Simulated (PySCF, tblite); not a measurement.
# aluminum trihydride (AlH₃): isotopologues and vibrational averages

How do isotopes change the rotational constants and shieldings of aluminum trihydride (AlH₃) (`[AlH3]`)?

Computed with tblite 0.8.0 (tight binding) and PySCF 2.14.0 (DFT, with response routines of our own); each step states its level. Atoms count from 0 throughout.

### Step 1. The starting structure

4 atoms, charge 0, multiplicity 1; geometry from: force field or distance geometry start.

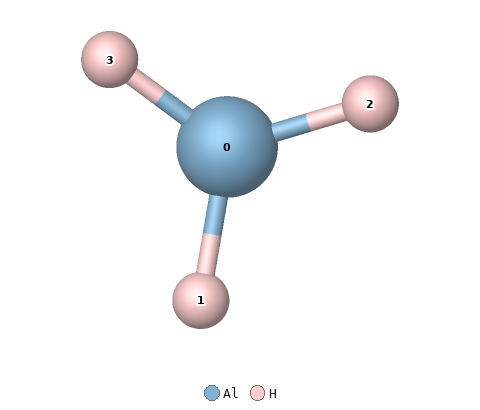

The starting geometry (aluminium light blue, hydrogen pink), atoms numbered.

### Step 2. GFN2-xTB relaxation, lowest of a short conformer search

The job: settings as JSON, then the geometry in Å.

```
{"job": {"xc": "GFN2-xTB", "basis": "xTB", "kind": "relax"}, "charge": 0, "multiplicity": 1}
Al     0.079600    -0.029100    -0.068100
H     -1.346100    -0.795600    -0.328500
H     -0.019100     1.458200     0.490000
H      1.326500    -0.614300    -0.789600
```

Command:

```bash
> OMP_NUM_THREADS=1 python ens_run.py task.json out
```

The driver reads the study from task.json and runs its stages one after another.

The log of the run:

```text
step      E/eV     max force
  0     -70.29198    1.328
  1     -70.32801    1.076
  2     -70.39673    0.720
  3     -70.40534    0.448
  4     -70.41511    0.146
  5     -70.41681    0.091
  6     -70.41714    0.056
  7     -70.41737    0.060
  8     -70.41767    0.054
  9     -70.41789    0.040
 10     -70.41801    0.039
 11     -70.41807    0.031
 12     -70.41813    0.022
 13     -70.41818    0.021
 14     -70.41820    0.012
 15     -70.41820    0.005
 16     -70.41820    0.001
```

Wall time 0.04 s (1 thread of AMD EPYC 9R14, shared host).

Relaxing gained 0.126 eV and moved the atoms by 0.08 Å on average (rms).

### Step 3. Tight optimisation and Hessian

The job: settings as JSON, then the geometry in Å.

```
{"job": {"xc": "B3LYP", "basis": "pcSseg-2", "grid": 2, "temperatures": [350, 700], "kind": "geom"}, "charge": 0, "multiplicity": 1}
Al     0.010191     0.004829    -0.174048
H     -1.315773    -0.795578    -0.287353
H      0.017886     1.403085     0.501456
H      1.328632    -0.593245    -0.736142
```

The log of the run:

```text
step   0  E = -6646.0611420 eV  max force = 0.33623
step   1  E = -6646.0737993 eV  max force = 0.09848
step   2  E = -6646.0751101 eV  max force = 0.00506
step   3  E = -6646.0751134 eV  max force = 0.00012
step   4  E = -6646.0751134 eV  max force = 0.00012
harmonic wavenumbers (cm-1): 711.5 801.8 802.4 1937.5 1945.0 1945.1
```

Run time: 22 s. Hardware: 1 thread of AMD EPYC 9R14, shared host; peak memory 0.33 GiB.

### Step 4. Displacements along the modes, parent

The job: settings as JSON, then the geometry in Å.

```
{"job": {"xc": "B3LYP", "basis": "pcSseg-2", "grid": 2, "temperatures": [350, 700], "kind": "vib", "mass_numbers": [27, 1, 1, 1]}, "charge": 0, "multiplicity": 1}
Al     0.010249     0.004784    -0.173997
H     -1.337469    -0.808665    -0.289232
H      0.017973     1.426025     0.512517
H      1.350184    -0.603053    -0.745375
```

The log of the run:

```text
mode    cm-1    km/mol   phi_rrr   E(+)/cm-1  E(-)/cm-1
  1    711.51   378.95      -0.4     128.44     128.46
  2    801.84   228.98     -57.6     142.60     146.77
  3    802.36   229.04     -31.6     143.58     145.86
  4   1937.46     0.02    -592.2     328.18     370.97
  5   1944.97   269.93    -257.2     342.30     360.74
  6   1945.07   269.95    -356.3     338.76     364.35
```

Wall time 14 s (1 thread of AMD EPYC 9R14, shared host); peak memory 0.33 GiB.

### Step 5. Displacements along the modes, 2H at atom 1

The job: settings as JSON, then the geometry in Å.

```
{"job": {"xc": "B3LYP", "basis": "pcSseg-2", "grid": 2, "temperatures": [350, 700], "kind": "vib", "mass_numbers": [27, 2, 1, 1]}, "charge": 0, "multiplicity": 1}
Al     0.010249     0.004784    -0.173997
H     -1.337469    -0.808665    -0.289232
H      0.017973     1.426025     0.512517
H      1.350184    -0.603053    -0.745375
```

The log of the run:

```text
mode    cm-1    km/mol   phi_rrr   E(+)/cm-1  E(-)/cm-1
  1    656.03   322.21       0.4     118.58     118.55
  2    663.28   156.50       1.1     119.60     119.60
  3    801.81   226.23     -62.5     142.40     146.89
  4   1397.45    98.39    -641.9     229.85     276.07
  5   1940.08    94.26     731.5     376.90     324.16
  6   1944.92   273.39      38.9     352.93     350.11
```

Run time: 14 s. Hardware: 1 thread of AMD EPYC 9R14, shared host; peak memory 0.33 GiB.

### Step 6. Displacements along the modes, 2H at atom 1, 2H at atom 2, 2H at atom 3

The job: settings as JSON, then the geometry in Å.

```
{"job": {"xc": "B3LYP", "basis": "pcSseg-2", "grid": 2, "temperatures": [350, 700], "kind": "vib", "mass_numbers": [27, 2, 2, 2]}, "charge": 0, "multiplicity": 1}
Al     0.010249     0.004784    -0.173997
H     -1.337469    -0.808665    -0.289232
H      0.017973     1.426025     0.512517
H      1.350184    -0.603053    -0.745375
```

The log of the run:

```text
mode    cm-1    km/mol   phi_rrr   E(+)/cm-1  E(-)/cm-1
  1    528.02   208.91      -0.2      95.25      95.26
  2    580.30   117.45     -33.4     103.43     105.85
  3    580.68   117.48     -17.8     104.03     105.32
  4   1370.52     0.00     352.0     259.86     234.36
  5   1410.80   157.53     138.9     259.68     249.72
  6   1410.89   157.54     234.9     263.16     246.27
```

Run time: 14 s. Hardware: 1 thread of AMD EPYC 9R14, shared host; peak memory 0.33 GiB.

### Step 7. Displacements along the modes, 2H at atom 1, 2H at atom 2

The job: settings as JSON, then the geometry in Å.

```
{"job": {"xc": "B3LYP", "basis": "pcSseg-2", "grid": 2, "temperatures": [350, 700], "kind": "vib", "mass_numbers": [27, 2, 2, 1]}, "charge": 0, "multiplicity": 1}
Al     0.010249     0.004784    -0.173997
H     -1.337469    -0.808665    -0.289232
H      0.017973     1.426025     0.512517
H      1.350184    -0.603053    -0.745375
```

The log of the run:

```text
mode    cm-1    km/mol   phi_rrr   E(+)/cm-1  E(-)/cm-1
  1    581.31   119.16     -36.9     103.47     106.13
  2    595.41   265.60      -0.6     107.67     107.70
  3    735.02   188.76      -2.5     132.83     132.98
  4   1383.99    48.37     439.7     265.67     233.90
  5   1410.92   155.32      -1.4     254.67     254.77
  6   1942.41   187.32   -1053.3     314.54     390.22
```

Wall time 14 s (1 thread of AMD EPYC 9R14, shared host); peak memory 0.33 GiB.

### Step 8. Vibrational averages by isotopologue

The job: settings as JSON, then the geometry in Å.

```
{"job": {"xc": "B3LYP", "basis": "pcSseg-2", "grid": 2, "temperatures": [350, 700], "kind": "iso"}, "charge": 0, "multiplicity": 1}
Al     0.010249     0.004784    -0.173997
H     -1.337469    -0.808665    -0.289232
H      0.017973     1.426025     0.512517
H      1.350184    -0.603053    -0.745375
```

The log of the run:

```text
parent
  Be/MHz 134191.711 134182.304 67093.504
  B0/MHz 133843.771 133852.691 66099.255
  ZPE/cm-1 4071.6
  <sigma>(0 K)/ppm 264.596 25.936 25.936 25.936
2H at atom 1
  Be/MHz 134182.325 81621.981 50750.735
  B0/MHz 133957.03 81406.324 50102.978
  ZPE/cm-1 3701.8
  <sigma>(0 K)/ppm 264.660 25.988 25.947 25.948
2H at atom 1, 2H at atom 2, 2H at atom 3
  Be/MHz 67147.433 67142.727 33572.54
  B0/MHz 67019.515 67022.702 33217.663
  ZPE/cm-1 2940.6
  <sigma>(0 K)/ppm 264.791 26.014 26.014 26.014
2H at atom 1, 2H at atom 2
  Be/MHz 102282.993 67146.062 40535.552
  B0/MHz 102193.238 66964.063 40069.481
  ZPE/cm-1 3324.5
  <sigma>(0 K)/ppm 264.727 26.001 26.001 25.959
```

It took 79 s on 1 thread of AMD EPYC 9R14, shared host; peak memory 0.33 GiB. This counts the whole study up to here.

Rotational constants (MHz) at equilibrium and in the ground state:

| isotopologue | Be | B0 | zero-point change (cm⁻¹) |
| --- | --- | --- | --- |
| parent | 134191.7, 134182.3, 67093.5 | 133843.8, 133852.7, 66099.3 | 0.0 |
| 2H at atom 1 | 134182.3, 81622.0, 50750.7 | 133957.0, 81406.3, 50103.0 | -369.8 |
| 2H at atom 1, 2H at atom 2, 2H at atom 3 | 67147.4, 67142.7, 33572.5 | 67019.5, 67022.7, 33217.7 | -1131.0 |
| 2H at atom 1, 2H at atom 2 | 102283.0, 67146.1, 40535.6 | 102193.2, 66964.1, 40069.5 | -747.1 |

Shieldings of the first species (ppm): at equilibrium, the vibrational parts at 0 K, and the averages:

| atom | equilibrium | anharmonic | harmonic | 0 K | 350 K | 700 K |
| --- | --- | --- | --- | --- | --- | --- |
| Al0 | 265.43 | 3.30 | -4.14 | 264.60 | 264.79 | 264.53 |
| H1 | 26.22 | -0.13 | -0.16 | 25.94 | 25.91 | 25.84 |
| H2 | 26.22 | -0.13 | -0.16 | 25.94 | 25.91 | 25.84 |
| H3 | 26.22 | -0.13 | -0.16 | 25.94 | 25.91 | 25.84 |

Isotope effects on the shieldings at 0 K (ppb; positive means more shielded):

| atom | 2H at atom 1 | 2H at atom 1, 2H at atom 2, 2H at atom 3 | 2H at atom 1, 2H at atom 2 |
| --- | --- | --- | --- |
| Al0 | 64 | 196 | 132 |
| H1 | 52 | 78 | 65 |
| H2 | 12 | 78 | 65 |
| H3 | 12 | 78 | 23 |

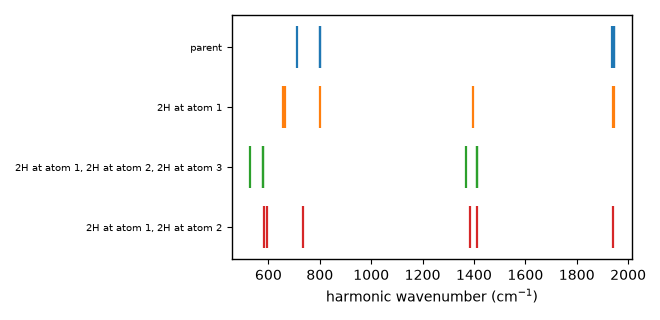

Harmonic wavenumbers of each isotopologue.

### Step 9. Results

| quantity | value |
| --- | --- |
| point group | D3h |
| B0 of the first species | 133843.8, 133852.7, 66099.3 MHz |
| zero-point energy | 4072 cm⁻¹ |
| zero-point change of σ(Al0) | -0.83 ppm |

What this shows: Zero-point motion changes the shielding of Al0 most, by -0.83 ppm. The largest secondary isotope effect is 196 ppb on Al0, 1 bond from the change (2H at atom 1, 2H at atom 2, 2H at atom 3).
